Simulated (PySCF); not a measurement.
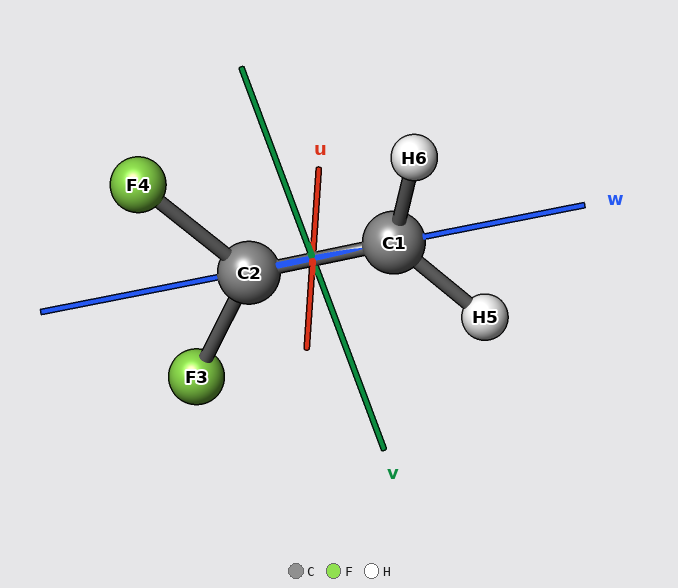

The lines u, v and w are the principal axes of the static dipole polarisability. Geometry: a frame of a GFN2-xTB molecular-dynamics simulation, not a minimum. Level of theory: PBE0/def2-SVPD (PySCF 2.14.0).

**Along which axis is the molecule most polarisable, and along which least?**

Most along w (nearly parallel to the C1–C2 bond), least along u.

**Give the three principal values.**

u 20.9, v 26.8, w 36.0 bohr³; mean 27.9, anisotropy 13.1 bohr³.
